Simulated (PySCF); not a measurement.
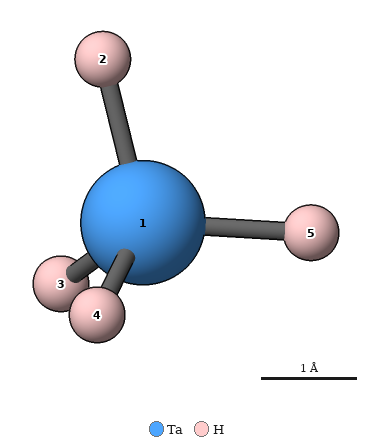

Figure 1. The structure as given in the input (ball-and-stick view, seen at a tilt; atoms are numbered from 1 in the order of the input). Sticks mark near contacts. Bond lengths as drawn: H–Ta 1.78 Å.

# TaH4: single-point calculation

TaH4 (Ta(H)4), multiplicity 2, computed with UKS PBE, Ta def2-SVP with ECP60, H def2-SVP; non-relativistic Hamiltonian with a scalar-relativistic core potential; density fitting (PySCF 2.14.0).

Some settings of this run were made unusual or wrong on purpose.

### Log
```
init E= -51.5875344161137
  HOMO = 0.138047173508  LUMO = 0.141460911334  gap/eV = 0.09289
cycle= 1 E= -35.5375268399221  delta_E= 16.1  |g|= 3.46  |ddm|= 18.2
cycle= 2 E= -51.8065647851328  delta_E= -16.3  |g|= 2.35  |ddm|= 18.2
  HOMO = -0.314464508142  LUMO = -0.281611316712  gap/eV = 0.89398
cycle= 3 E= -59.2291458879453  delta_E= -7.42  |g|= 0.283  |ddm|= 4.94
  HOMO = -0.123473847571  LUMO = -0.10664051642  gap/eV = 0.45806
cycle= 4 E= -59.2784832349675  delta_E= -0.0493  |g|= 0.0954  |ddm|= 0.632
  HOMO = -0.156793863984  LUMO = -0.13518586378  gap/eV = 0.58798
cycle= 5 E= -59.2863051561862  delta_E= -0.00782  |g|= 0.0201  |ddm|= 0.141
  HOMO = -0.158806355506  LUMO = -0.137160113123  gap/eV = 0.58902
cycle= 6 E= -59.2865604232509  delta_E= -0.000255  |g|= 0.00316  |ddm|= 0.0269
  HOMO = -0.15958049787  LUMO = -0.137657620819  gap/eV = 0.59655
cycle= 7 E= -59.2865683307839  delta_E= -7.91e-06  |g|= 0.000697  |ddm|= 0.00566
  HOMO = -0.159561676386  LUMO = -0.137626108007  gap/eV = 0.59690
cycle= 8 E= -59.2865688293128  delta_E= -4.99e-07  |g|= 9.02e-05  |ddm|= 0.00125
  HOMO = -0.159565645478  LUMO = -0.137607527195  gap/eV = 0.59751
cycle= 9 E= -59.2865688557778  delta_E= -2.65e-08  |g|= 5.68e-05  |ddm|= 0.000589
  HOMO = -0.159558685262  LUMO = -0.137595443432  gap/eV = 0.59765
cycle= 10 E= -59.2865688582215  delta_E= -2.44e-09  |g|= 2.92e-06  |ddm|= 7.76e-05
  HOMO = -0.159557199295  LUMO = -0.13759434927  gap/eV = 0.59764
```

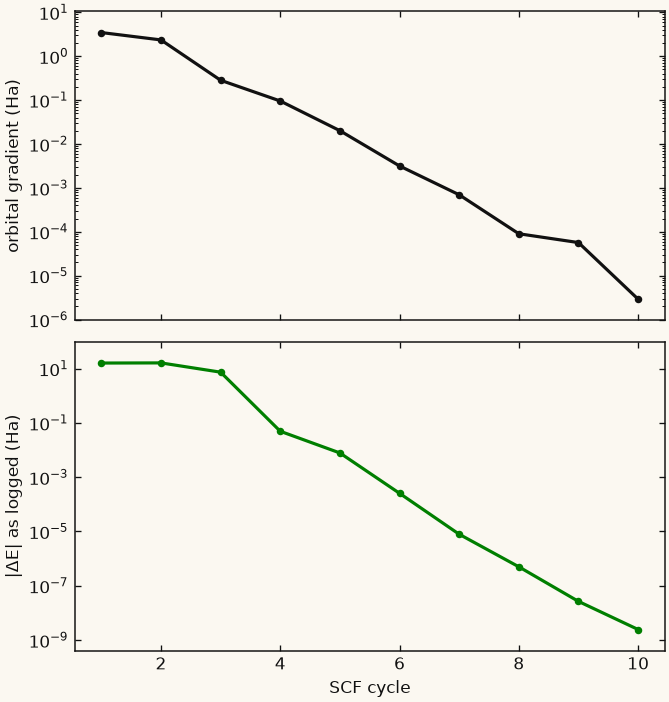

Figure 2. Convergence of the self-consistent field: orbital gradient and size of the energy change against the SCF cycle. The residual falls at every step.

```
Extra cycle  E= -59.2865688582003  delta_E= 2.11e-11  |g|= 6.11e-06  |ddm|= 1.19e-05
converged SCF energy = -59.2865688582003  <S^2> = 0.7541331  2S+1 = 2.0041288
```

The run was set up as follows.

### The input
```python
mol = gto.M(atom='''
Ta    -0.00000    -0.00000    -0.00000
H      1.48601    -0.00000     0.97582
H      0.00000     1.48601    -0.97582
H     -1.48601     0.00000     0.97582
H     -0.00000    -1.48601    -0.97582''',
    basis={'Ta': 'def2-SVP', 'H': 'def2-SVP'},
    ecp={'Ta': 'def2-SVP'},
    charge=0, spin=1)
mf = dft.UKS(mol, xc='PBE')
mf.grids.atom_grid = (50, 194)  # f atoms: at least (60, 302), unpruned
mf = mf.density_fit()  # Ta def2-universal-JKFIT, H def2-universal-JKFIT
mf.conv_tol = 1e-08; mf.max_cycle = 94
mf.kernel(dm0)
```

The script is an equivalent of the set-up of the self-consistent field. The run itself was carried out by a driver, which started from the orbitals of the step before it where there was one and computed the further properties.

Run as:
```bash
OMP_NUM_THREADS=2 python <driver script>
```

### What the run reported

| quantity | value |
| --- | --- |
| outcome | converged |
| total energy | −59.286569 hartree |
| ⟨S²⟩ | 0.754 |
| largest force (length of the vector) | 0.005 eV/Å |
| dipole moment | 0.00 D |
| hardware | 2 threads of Arm Neoverse V1, 24 GiB of memory available, shared host |
| wall time | 1.3 s (CPU time 2.6 s) |
| peak memory | 1.3 GiB |

### Diagnosis

Some settings of this run were drawn to be unusual or wrong. It converged; results that depend on the unusual settings are not reference values.
